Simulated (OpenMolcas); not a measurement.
**Relativistic diatomic calculation: AlBe⁻ (part 2 of 2)**

The same run, continued: AlBe⁻. Method: SA-CASSCF(6,8)/XMS-CASPT2 + RASSI spin-orbit (X2C scalar, AMFI), ANO-RCC-VTZP (OpenMolcas).

## Output (extracts), continued
```
++ Dipole transition strengths (spin-free states):
     for osc. strength at least  1.00000000E-05
      From   To        Osc. strength     Einstein coefficients Ax, Ay, Az (sec-1)    Total A (sec-1)
         1    8       1.18558206E-03  8.81114564E+03  5.10548203E+00  0.00000000E+00  8.81625112E+03
         1    9       1.18558636E-03  5.10357630E+00  8.81118015E+03  0.00000000E+00  8.81628373E+03
         1    2       1.43955835E-03  0.00000000E+00  0.00000000E+00  1.85178060E+05  1.85178060E+05
         1   10       4.65376967E-04  7.37184601E+04  2.12544976E+02  0.00000000E+00  7.39310051E+04
         1   11       4.65373130E-04  2.12636558E+02  7.37177640E+04  0.00000000E+00  7.39304006E+04
         1   12       5.84110113E-05  1.55424675E+04  1.03442913E+01  0.00000000E+00  1.55528117E+04
         1   13       5.84179667E-05  1.05932406E+01  1.55440713E+04  0.00000000E+00  1.55546646E+04
         8    2       6.42379913E-04  4.76516802E+04  2.24899385E+01  0.00000000E+00  4.76741701E+04
         8    3       5.78786155E-05  4.30790675E+03  1.38688087E+01  0.00000000E+00  4.32177556E+03
         8    4       5.95641310E-05  5.10121011E+00  4.52613237E+03  0.00000000E+00  4.53123358E+03
         8   10       3.39358699E-04  0.00000000E+00  0.00000000E+00  3.31070395E+04  3.31070395E+04
         8    5       2.37969710E-05  1.88337562E+00  2.63062723E+03  0.00000000E+00  2.63251060E+03
         8   12       1.00741576E-02  0.00000000E+00  0.00000000E+00  1.86076511E+06  1.86076511E+06
         8   13       4.26609234E-05  0.00000000E+00  0.00000000E+00  7.87976185E+03  7.87976185E+03
         8    6       6.85456210E-05  3.39661465E+02  1.25889097E+04  0.00000000E+00  1.29285712E+04
         8    7       7.04199430E-05  1.30104632E+04  3.17035675E+02  0.00000000E+00  1.33274989E+04
         9    2       6.42302386E-04  3.34800373E+01  4.76349354E+04  0.00000000E+00  4.76684154E+04
         9    3       5.77371964E-05  1.39865462E+01  4.29722920E+03  0.00000000E+00  4.31121575E+03
         9    4       5.97783584E-05  4.51570118E+03  3.18292557E+01  0.00000000E+00  4.54753044E+03
         9   11       3.39359290E-04  0.00000000E+00  0.00000000E+00  3.31070994E+04  3.31070994E+04
         9    5       2.37906692E-05  2.63003207E+03  1.78135463E+00  0.00000000E+00  2.63181343E+03
         9   12       4.26609897E-05  0.00000000E+00  0.00000000E+00  7.87977345E+03  7.87977345E+03
         9   13       1.00741750E-02  0.00000000E+00  0.00000000E+00  1.86076841E+06  1.86076841E+06
         9    6       6.85794244E-05  1.25955882E+04  3.39358575E+02  0.00000000E+00  1.29349468E+04
         9    7       7.03910588E-05  3.12299943E+02  1.30097322E+04  0.00000000E+00  1.33220321E+04
        14   23       8.46604321E-04  2.95534603E+03  2.03423032E+03  0.00000000E+00  4.98957635E+03
        14   24       8.46605727E-04  2.03422051E+03  2.95536536E+03  0.00000000E+00  4.98958588E+03
        15   23       8.43583551E-04  2.01252122E+03  2.92383430E+03  0.00000000E+00  4.93635553E+03
        15   24       8.43590439E-04  2.92385284E+03  2.01254422E+03  0.00000000E+00  4.93639706E+03
        16   23       8.23226146E-05  1.29126383E+01  7.07120032E+00  0.00000000E+00  1.99838386E+01
        16   24       8.23219587E-05  7.07129221E+00  1.29124116E+01  0.00000000E+00  1.99837038E+01
        16   17       7.23436335E-04  0.00000000E+00  0.00000000E+00  2.67783548E+04  2.67783548E+04
        19   22       6.49853709E-02  0.00000000E+00  0.00000000E+00  1.43059129E+07  1.43059129E+07
        23   17       3.85252581E-03  7.78266904E+04  4.26151095E+04  0.00000000E+00  1.20441800E+05
        23   18       3.30975308E-04  5.12656894E+03  9.32193126E+03  0.00000000E+00  1.44485002E+04
        24   17       3.85251496E-03  4.26148625E+04  7.78265852E+04  0.00000000E+00  1.20441448E+05
        24   18       3.30975816E-04  9.32196080E+03  5.12656024E+03  0.00000000E+00  1.44485210E+04
         2   10       1.33012550E-04  2.11312207E+02  6.36919889E-01  0.00000000E+00  2.11949127E+02
         2   11       1.33308353E-04  1.11301954E+00  2.11307601E+02  0.00000000E+00  2.12420621E+02
         2   12       3.40020150E-03  8.40525007E+04  1.34352746E+02  0.00000000E+00  8.41868535E+04
         2   13       3.39780357E-03  1.13898271E+02  8.40135990E+04  0.00000000E+00  8.41274973E+04
         3   10       1.75237757E-04  2.67523167E+02  1.73056953E-01  0.00000000E+00  2.67696224E+02
         3   11       1.75129715E-04  1.72882992E-01  2.67358481E+02  0.00000000E+00  2.67531364E+02
         3   12       1.64220136E-04  3.97750349E+03  4.55314964E+01  0.00000000E+00  4.02303498E+03
         3   13       1.63686886E-04  4.55259629E+01  3.96444627E+03  0.00000000E+00  4.00997223E+03
         4   10       1.61338887E-04  6.63736457E-02  2.15213395E+02  0.00000000E+00  2.15279769E+02
         4   11       1.61125392E-04  2.14789736E+02  2.05321165E-01  0.00000000E+00  2.14995057E+02
         4   12       1.46323178E-04  1.34019828E+01  3.45506646E+03  0.00000000E+00  3.46846845E+03
         4   13       1.49210734E-04  3.47339728E+03  6.35189392E+01  0.00000000E+00  3.53691621E+03
        10    5       1.47004545E-04  1.75288820E-01  6.01611713E+01  0.00000000E+00  6.03364601E+01
        10   12       9.13220083E-04  0.00000000E+00  0.00000000E+00  1.25937794E+04  1.25937794E+04
        10    6       2.02561020E-04  1.17102392E+02  2.89551146E+03  0.00000000E+00  3.01261386E+03
        10    7       1.96805731E-04  2.83349804E+03  1.29232013E+02  0.00000000E+00  2.96273005E+03
        11    5       1.47029762E-04  6.01718808E+01  1.74847964E-01  0.00000000E+00  6.03467287E+01
        11   13       9.13219816E-04  0.00000000E+00  0.00000000E+00  1.25937758E+04  1.25937758E+04
        11    6       2.02508009E-04  2.89379288E+03  1.18031877E+02  0.00000000E+00  3.01182476E+03
        11    7       1.96872150E-04  1.30879219E+02  2.83285005E+03  0.00000000E+00  2.96372927E+03
         5   12       2.38237343E-04  2.23427243E+00  2.24737793E+03  0.00000000E+00  2.24961220E+03
         5   13       2.38304259E-04  2.24797275E+03  2.27197274E+00  0.00000000E+00  2.25024472E+03
        12    6       5.63313451E-05  1.09718973E-02  1.14006530E+00  0.00000000E+00  1.15103720E+00
        12    7       6.51861938E-05  1.78694949E+00  1.79978201E-02  0.00000000E+00  1.80494731E+00
        13    6       5.63412523E-05  1.14024453E+00  1.09878758E-02  0.00000000E+00  1.15123240E+00
        13    7       6.51813850E-05  1.78573346E-02  1.78694708E+00  0.00000000E+00  1.80480442E+00
 Electric-quadrupole - electric-quadrupole not included
 Electric-dipole - electric-octupole not included
 Electric-dipole - magnetic-quadrupole not included
   Eigenvalues of complex Hamiltonian:
  (Shifted by EMIN (a.u.) =       -257.1980623890)
 SO State       Relative EMIN(au)   Rel lowest level(eV)    D:o, cm**(-1)      Omega
     1            -0.0000014799        0.0000000000              0.0000         0.0
     2            -0.0000005220        0.0000260661              0.2102         1.0
     3            -0.0000005220        0.0000260657              0.2102         1.0
     4             0.0151354672        0.4118973140           3322.1759         0.0
     5             0.0151356444        0.4119021338           3322.2148         0.0
     6             0.0152128072        0.4140018405           3339.1500         1.0
     7             0.0152128077        0.4140018553           3339.1502         1.0
     8             0.0152799849        0.4158298404           3353.8938         2.0
     9             0.0152804679        0.4158429844           3353.9999         2.0
    10             0.0162282296        0.4416328926           3562.0095         2.0
    11             0.0162760730        0.4429347778           3572.5099         2.0
    12             0.0270145621        0.7351439535           5929.3359         0.0
    13             0.0289950434        0.7890355952           6364.0013         0.0
    14             0.0289950901        0.7890368663           6364.0115         1.0
    15             0.0289950901        0.7890368663           6364.0115         1.0
    16             0.0289952306        0.7890406874           6364.0423         2.0
    17             0.0289952306        0.7890406874           6364.0423         2.0
    18             0.0297625413        0.8099202754           6532.4476         1.0
    19             0.0297625430        0.8099203222           6532.4479         1.0
    20             0.0609552211        1.6587163348          13378.4495         0.0
    21             0.0632733175        1.7217949519          13887.2128         1.0
    22             0.0632733246        1.7217951442          13887.2144         1.0
    23             0.0632737604        1.7218070017          13887.3100         0.0
    24             0.0634199931        1.7257861980          13919.4044         2.2
    25             0.0634199940        1.7257862205          13919.4046         2.2
    26             0.0634202246        1.7257924967          13919.4552         2.0
    27             0.0638711656        1.7380632271          14018.4253         2.0
    28             0.0638716998        1.7380777624          14018.5426         2.3
    29             0.0638717063        1.7380779407          14018.5440         2.3
    30             0.0666212238        1.8128961211          14621.9933         0.0
    31             0.0702567495        1.9118238160          15419.8990         2.0
    32             0.0702567697        1.9118243662          15419.9034         2.0
    33             0.0703157213        1.9134285216          15432.8418         1.0
    34             0.0703157236        1.9134285829          15432.8423         1.0
    35             0.0703741233        1.9150177212          15445.6596         0.0
    36             0.0703764621        1.9150813612          15446.1729         0.0
    37             0.0738921128        2.0107470899          16217.7690         1.0
    38             0.0738921129        2.0107470947          16217.7690         1.0
    39             0.0738936733        2.0107895535          16218.1115         0.0
    40             0.0909732399        2.4755482375          19966.6431         0.0
    41             0.0909737459        2.4755620083          19966.7541         0.0
    42             0.0910337842        2.4771957314          19979.9310         1.0
    43             0.0910337866        2.4771957983          19979.9316         1.0
    44             0.0910943400        2.4788435385          19993.2215         2.0
    45             0.0910943603        2.4788440933          19993.2259         2.0
    46             0.0917843561        2.4976198346          20144.6625         1.3
    47             0.0917843566        2.4976198473          20144.6626         1.3
    48             0.0918311725        2.4988937727          20154.9375         2.0
    49             0.0919620359        2.5024547489          20183.6587         2.0
    50             0.0920089049        2.5037301193          20193.9453         2.9
    51             0.0920089049        2.5037301183          20193.9453         2.9
    52             0.1093839627        2.9765295286          24007.3297         0.2
    53             0.1093839627        2.9765295285          24007.3297         0.2
    54             0.1094469910        2.9782446138          24021.1628         1.1
    55             0.1094469910        2.9782446134          24021.1628         1.1
    56             0.1094972946        2.9796134461          24032.2032         2.0
    57             0.1095282035        2.9804545201          24038.9869         2.0
    58             0.1095784837        2.9818227136          24050.0221         3.0
    59             0.1095784837        2.9818227136
```

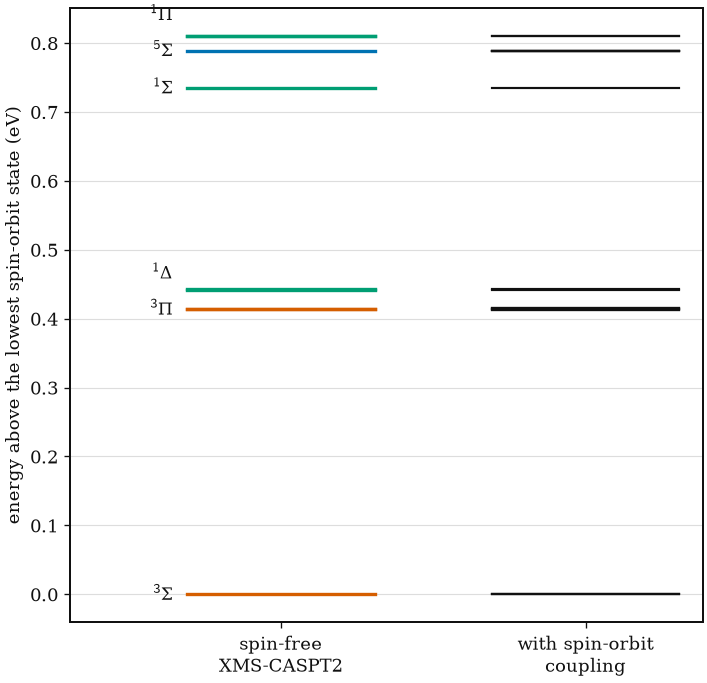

*States up to 1.5 eV at 2.308 Å, without spin-orbit coupling (left, a colour for each spin multiplicity) and with it (right, where close levels merge).*

The spin-free states run ³Σ (0.00 eV), ³Π (0.41 eV), ¹Δ (0.44 eV), ¹Σ (0.74 eV), ⁵Σ (0.79 eV), ¹Π (0.81 eV) from the lowest. The lowest spin-orbit levels have |Ω| = 0 (0 cm⁻¹), 1 (0 cm⁻¹), 0 (3,322 cm⁻¹), 1 (3,339 cm⁻¹), 2 (3,354 cm⁻¹).

## Summary

- outcome: converged; components of a degenerate state are split by 99 cm⁻¹; whether the anion is bound against detachment isn't tested
- lowest spin-free state: ³Σ
- lowest spin-orbit level: Ω = 0, −257.19806 hartree
- next level: Ω = 1, 0 cm⁻¹
- wall time: 39 s

## Remarks

Caveats: the two components of ³Δ at 1.74 eV, degenerate in CASSCF as they must be, are split by 99 cm⁻¹ in XMS-CASPT2, an artefact that passes into its spin-orbit levels; 12 of the 66 spin-orbit states have no clean Ω, so their splittings aren't to be trusted; the run doesn't test whether the anion keeps its extra electron; the basis has no added diffuse functions, and states above the detachment threshold, which may include the lowest, are held only by it.
